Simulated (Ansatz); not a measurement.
HfH$_{3}$OF$_{3}$: several calculations on one system

### Relaxation

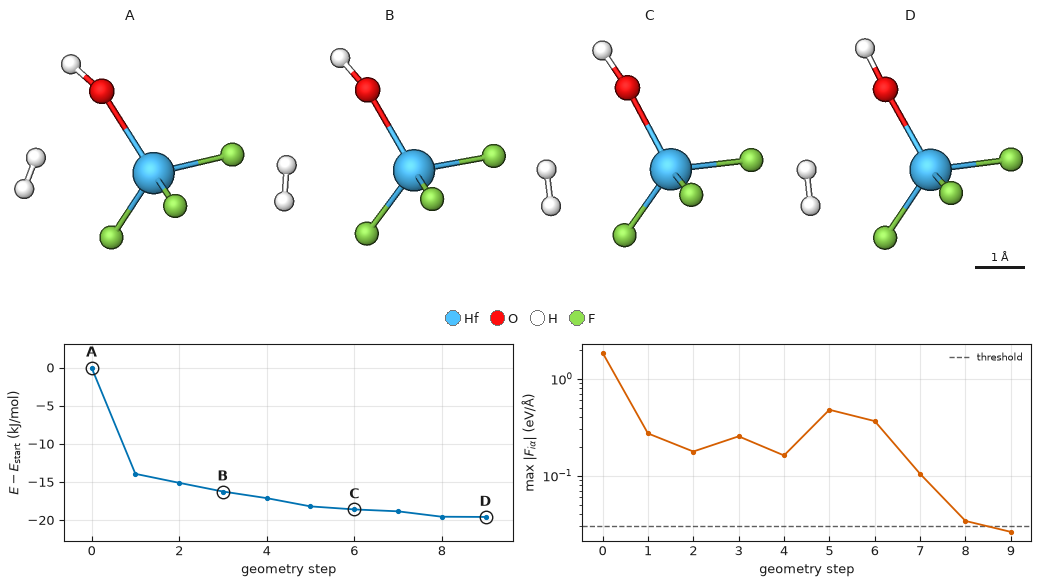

Frames of a relaxation of HfH3OF3, marked on the history of the run. A ball-and-stick model, seen at a tilt.

The run prepares an end point of a later path (reaction) calculation, from a guessed geometry.

Level of theory: Ansatz 0.2.0, RKS PBE0-D4/def2-SVP.

Input file:
```yaml
crystal:
  periodic: [false, false, false]
  atoms:
    - { symbol: Hf, position_ang: [-0.109969, 0.135517, -0.013746] }
    - { symbol: O, position_ang: [-0.18382, 0.112065, 1.993757] }
    - { symbol: H, position_ang: [-0.69397, -0.170872, 2.755018] }
    - { symbol: F, position_ang: [1.686607, 0.277598, -0.644292] }
    - { symbol: F, position_ang: [-1.057789, 1.663809, -0.637348] }
    - { symbol: F, position_ang: [-0.986076, -1.36969, -0.789451] }
    - { symbol: H, position_ang: [1.347046, -2.221394, 1.257911] }
    - { symbol: H, position_ang: [1.05697, -1.694932, 1.655653] }
basis:
  gaussian: { orbitals: def2-SVP }
hamiltonian:
  xc: pbe0
  dispersion: d4
relax:
  f_tol: 0.03
  max_steps: 50
```

Command:
```bash
ansatz run input.yaml --threads 2 --pin off --max-ram 3072MiB --backend cpu --events-out ev --progress --plain --runs-dir out
```

### What happens along the run?

After 9 geometry steps the energy has fallen by 19.6 kJ/mol. The largest force component goes from 1.9 to 0.026 eV/Å. H3 moves most after the best rigid fit: 0.46 Å. By element the largest moves are H 0.46 Å, F 0.29 Å, O 0.27 Å, Hf 0.10 Å. Near-neighbour distances that change, for instance: Hf1–H8 2.738 → 2.879 Å, Hf1–O2 2.009 → 1.910 Å, Hf1–H7 3.049 → 2.952 Å, H7–H8 0.721 → 0.761 Å. Among the angles between lasting bonds that change: Hf1–O2–H3 144.7° → 176.7°. From step 0 to 3: H8 moves most (0.27 Å), energy −16.3 kJ/mol. From step 3 to 6: H7 moves most (0.20 Å), energy −2.35 kJ/mol. From step 6 to 9: H3 moves most (0.13 Å), energy −0.99 kJ/mol.

| step | E − E(0), kJ/mol | largest force component, eV/Å |
| --- | --- | --- |
| 0 | 0.00 | 1.8575 |
| 1 | -13.93 | 0.2730 |
| 2 | -15.11 | 0.1775 |
| 3 | -16.25 | 0.2548 |
| 4 | -17.12 | 0.1618 |
| 5 | -18.20 | 0.4791 |
| 6 | -18.60 | 0.3658 |
| 7 | -18.85 | 0.1044 |
| 8 | -19.56 | 0.0341 |
| 9 | -19.59 | 0.0263 |

Limits of the set-up: the start holds two separate molecules, 2.2 Å apart at their closest, whose relative position is a soft coordinate.

### Relaxation

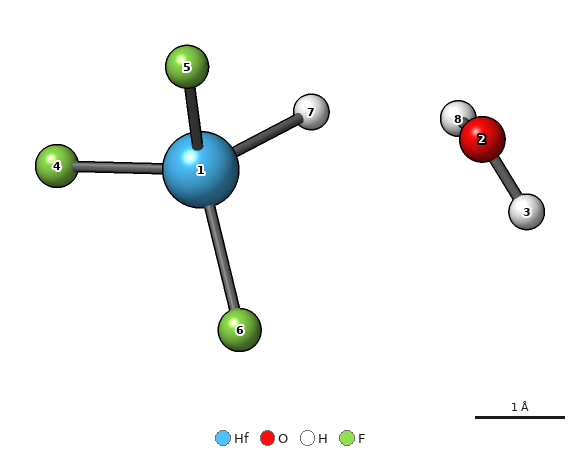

HfH3OF3, before the relaxation. A ball-and-stick model, seen at a tilt.

The run prepares an end point of a later path (reaction) calculation, from a guessed geometry.

All numbers below come from RKS PBE0-D4/def2-SVP in Ansatz 0.2.0.

Input file:
```yaml
crystal:
  periodic: [false, false, false]
  atoms:
    - { symbol: Hf, position_ang: [0.393002, -0.206852, -0.472142] }
    - { symbol: O, position_ang: [-0.533522, -0.327031, 2.644672] }
    - { symbol: H, position_ang: [-1.036995, -1.121962, 2.867801] }
    - { symbol: F, position_ang: [1.533837, -0.409095, -1.975188] }
    - { symbol: F, position_ang: [-0.06521, 1.629515, -0.297521] }
    - { symbol: F, position_ang: [-1.057917, -1.430462, -0.631601] }
    - { symbol: H, position_ang: [1.443364, -0.744393, 0.954563] }
    - { symbol: H, position_ang: [0.38244, -0.657619, 2.486917] }
basis:
  gaussian: { orbitals: def2-SVP }
hamiltonian:
  xc: pbe0
  dispersion: d4
relax:
  f_tol: 0.03
  max_steps: 50
output:
  orbitals: {}
```

Run as
```bash
ansatz run input.yaml --threads 2 --pin off --max-ram 3072MiB --backend cpu --events-out ev --progress --plain --runs-dir out
```

Question: Predict the outcome.

Answer: The atom that moves furthest after the best rigid fit is H3 (0.71 Å). By element the largest moves are H 0.71 Å, O 0.63 Å, F 0.45 Å, Hf 0.33 Å. Some distances before and after: Hf1–O2 3.254 → 2.333 Å, Hf1–H3 3.747 → 2.859 Å, Hf1–F6 1.905 → 1.933 Å, O2–H8 0.986 → 0.965 Å. New bonds form, among them: Hf1–O2 (3.25 → 2.33 Å). Bond angles that change, for instance: F4–Hf1–F6 108.9° → 101.5°, F5–Hf1–F6 116.4° → 123.7°, F6–Hf1–H7 108.1° → 114.9°. Over 14 accepted moves (16 points after the start) the energy falls by 63.5 kJ/mol. Largest force component: 0.78 eV/Å at the start, 0.024 eV/Å at the end. The line search rejected the trial steps at points 9, 15 of the run.

Final geometry:

```xyz
8

Hf    0.3884   -0.2657   -0.1523
O    -0.4468   -0.3985    2.0225
H    -1.0357   -1.1517    2.1633
F     1.1125   -0.4243   -1.9092
F     0.0987    1.6144    0.0591
F    -1.0365   -1.5704   -0.2032
H     1.9030   -0.7994    0.7737
H     0.0755   -0.2722    2.8236
```

After the run, drawn alike:

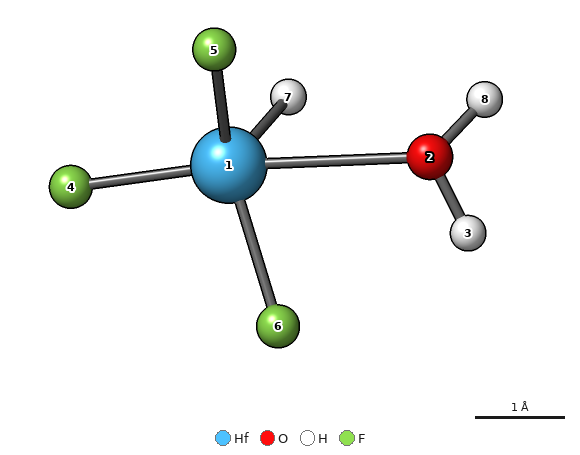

### Path

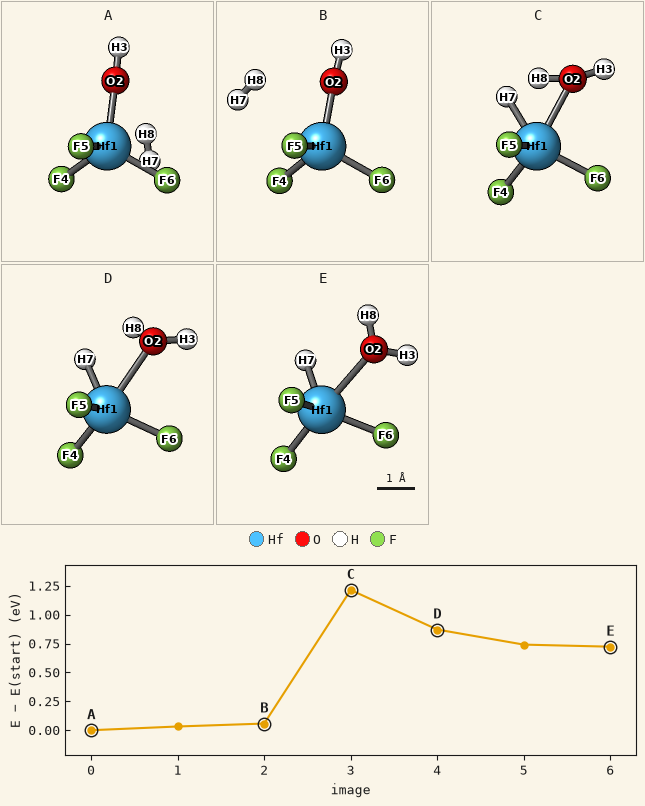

A search for the minimum-energy path of HfH$_{3}$OF$_{3}$, made up at the start of HfHOF3 and H2 by the nudged elastic band. Images are numbered from 0 (start) to 6 (end). Frames A to E are images 0, 2, 3, 4, 6. The picture is a ball-and-stick view, seen from a free direction.

Level of theory: Ansatz 0.2.0, RKS PBE0-D4/def2-SVP. Settings: 5 movable images; climbing image; force threshold 0.05 eV/Å; iteration limit 60; starting path through a guess of the saddle point.

Describe the mechanism and the energy profile.

Answer. Breaking: H7–H8 (0.76 → 1.06 at the top → 2.80 Å). Forming: Hf1–H7 (2.95 → 2.04 at the top → 1.85 Å), O2–H8 (2.72 → 1.20 at the top → 0.96 Å). Forward barrier 1.21 eV, backward barrier 0.49 eV, with image 3 at the top; the reaction energy is +0.72 eV. The band is converged. At the top, the vibrational analysis gives one imaginary mode (1044i cm⁻¹), as a transition state must have.

Limits of the set-up: the start holds two separate molecules, 2.7 Å apart at their closest, whose relative position is a soft coordinate.

Cost: 6.7 min on 2 threads of Arm Neoverse V1, with other jobs on the host, peak memory 0.22 GiB.
